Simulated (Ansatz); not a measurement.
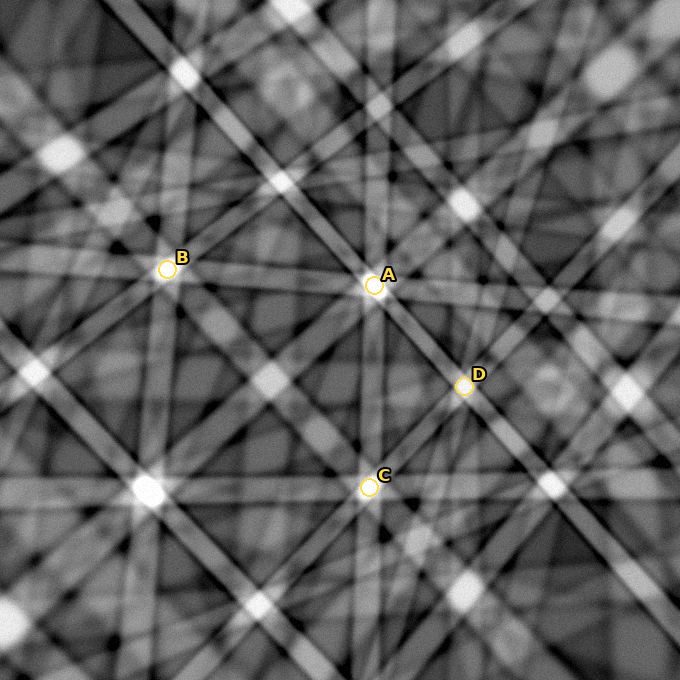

Simulated Kikuchi (electron backscatter) pattern at 15 kV: kinematic bands of width 2θ(Bragg) in gnomonic projection, seen from the camera side; the frame spans ±42° from its centre. Crystal: W₃C, space group Cmcm (No. 63), a = 5.56 Å, b = 14.47 Å, c = 2.78 Å. Structure: coordinates from a relaxation with DFT PBE, scalar-relativistic, plane waves, PAW (Ansatz 0.2.0); the starting structure was generated, so it need not be a known form of this composition.

```
W C
1.0
     5.55649    0.00000    0.00000
     0.00000   14.46692    0.00000
     0.00000    0.00000    2.77797
W C
12 4
Direct
  0.50000 0.25753 0.75000
  0.00000 0.24247 0.25000
  0.23644 0.08638 0.75000
  0.26356 0.41362 0.25000
  0.73644 0.41362 0.25000
  0.76356 0.08638 0.75000
  0.00000 0.75753 0.75000
  0.50000 0.74247 0.25000
  0.73644 0.58638 0.75000
  0.76356 0.91362 0.25000
  0.23644 0.91362 0.25000
  0.26356 0.58638 0.75000
  0.00000 0.35597 0.75000
  0.50000 0.14403 0.25000
  0.50000 0.85597 0.75000
  0.00000 0.64403 0.25000
```

Pole A is [-110] and pole B is [012].

Index the poles C and D.

Answer. C is [01-2], 29.4° from A and 42.0° from B. D is [-11-2], 19.7° from A and 45.6° from B.

Which band joins A and B, and how wide is it?

Answer. It comes from the planes common to both zones. The strongest order is 2 2 -1 with d = 1.896 Å, so the band is 2θ = 3.0° wide (λ = 0.0994 Å).
